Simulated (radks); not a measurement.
System: the I⁺ ion, configuration [Kr] 4d9 5s2 5p4 6p1. Theory: scalar-relativistic Kohn-Sham, PBE, spin-unpolarised, spherical densities, point nucleus (computed with the in-house radial solver radks).

```
Z 53
configuration [Kr] 4d9 5s2 5p4 6p1 6s0 5d0
relativity scalar-relativistic
functional pbe,pbe
spin unpolarised
nucleus point
c 137.035999084
```

Launched within a batch that task.json describes:
```bash
python run_ks.py task.json out
```

Wanted: the number of electrons inside radius r (solid) and the radial density 4πr²ρ (dashed).

The count levels off at 52 electrons. Half of them lie within 0.402 bohr, 90 % within 1.71 bohr and 99 % within 5.58 bohr. The radial density has minima at 0.0372, 0.159 and 0.512 bohr, where the count stands at 2.0, 11.2 and 29.0; these part the shells that the density resolves.

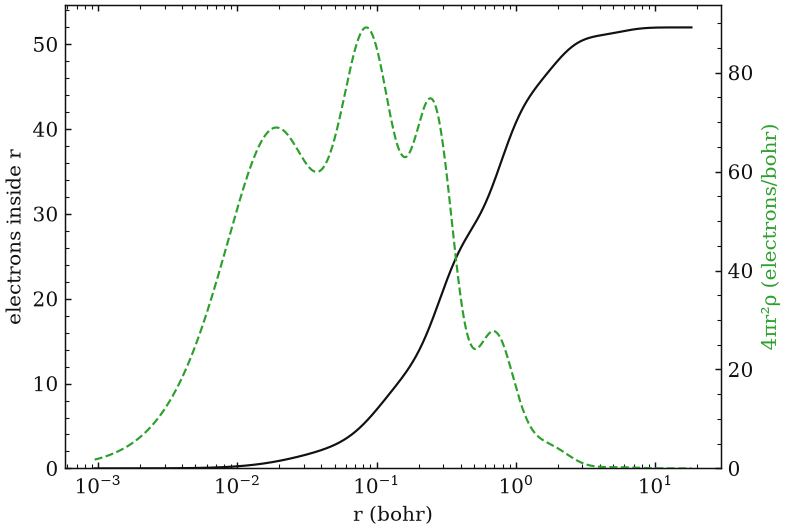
